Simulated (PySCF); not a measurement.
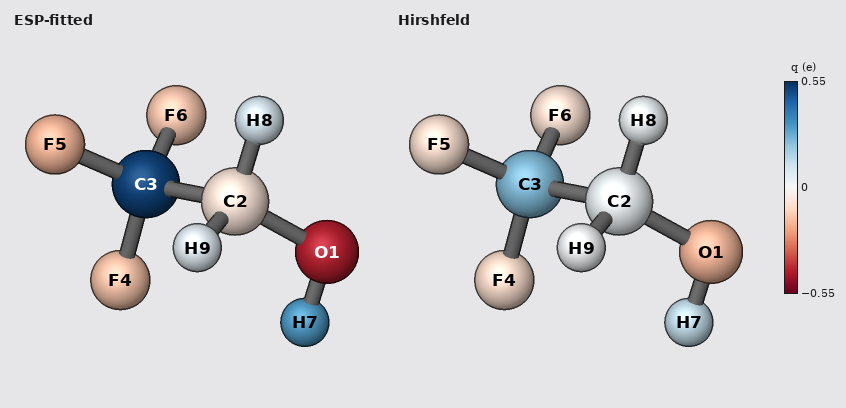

Atomic charges of one calculation by 2 schemes, on one colour scale. The geometry was computed by an optimisation with PBE0-D3(BJ)/def2-SVP. No frequency run is at hand to confirm it as a minimum. Method: PBE0/STO-3G (PySCF 2.14.0).

Question. Which scheme gives the most polar picture (largest mean size of the charges)?

Answer. The ESP-fitted charges are the largest in size here.

Question. On which atom do the schemes disagree most?

Answer. On C3 (from 0.24 to 0.51 e).

List the charges (e), one line for each set of equivalent atoms.

```
atom  ESP-fitted  Hirshfeld
  O1       −0.43      −0.18
  C2       −0.07       0.03
  C3        0.51       0.24
  F4       −0.15      −0.09
  F5       −0.18      −0.09
  F6       −0.15      −0.08
  H7        0.31       0.13
  H8        0.08       0.03
  H9        0.06       0.01
```
